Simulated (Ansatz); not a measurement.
Band structure of SrAlGeH (P3m1, 4 atoms in the cell).

```
SrAlGeH
1.0
    4.26579     0.00000     0.00000
   -2.13289     3.69428     0.00000
    0.00000     0.00000     4.96727
Sr Al Ge H
1 1 1 1
Cartesian
  0.00000   2.46286   0.02285
  0.00000   0.00000   2.27526
  2.13290   1.23143   2.78813
  0.00000   0.00000   0.52281
```

Level of theory: PBEsol, PAW files made with PBE (plane waves; Ansatz, a program for electronic structure).

Settings: kpoints.mp_grid.grid = 5 5 4; hamiltonian.xc = pbesol; hamiltonian.pseudopotentials = {kind: paw} (the program's default PAW files); scf.occupations.method = fermi_dirac; scf.occupations.width = 0.01 eV; kpoints.band_path.npoints = 8.

The starting cell comes from a database of computed structures (which also holds hypothetical and non-ambient phases and stackings), without a prior relaxation at this level.

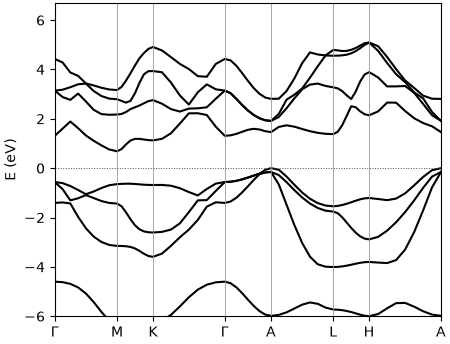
*Bands along the path, energies from the top of the valence band on the path.*

Question: Read off roughly the gap and where its edges lie.

Answer: The gap along the path is about 0.7 eV (computed: 0.69 eV), from A to M; the smallest direct gap on it is 1.33 eV.

Levels in eV from the top of the valence band on the path, bands 11 to 17:
| point | 11 | 12 | 13 | 14 | 15 | 16 | 17 |
|---|---|---|---|---|---|---|---|
| Γ | -4.60 | -1.41 | -0.56 | -0.56 | 1.31 | 3.14 | 3.14 |
| M | -6.34 | -3.15 | -1.43 | -0.65 | 0.69 | 2.17 | 2.79 |
| K | -6.24 | -3.59 | -2.61 | -0.68 | 1.13 | 2.76 | 3.93 |
| A | -5.98 | -0.15 | -0.15 | 0.00 | 1.46 | 1.91 | 1.91 |
| L | -5.73 | -4.01 | -1.76 | -1.55 | 1.38 | 3.27 | 4.56 |
| H | -6.00 | -3.80 | -2.89 | -1.21 | 2.14 | 3.89 | 5.09 |

Keys are those of Ansatz 0.2.
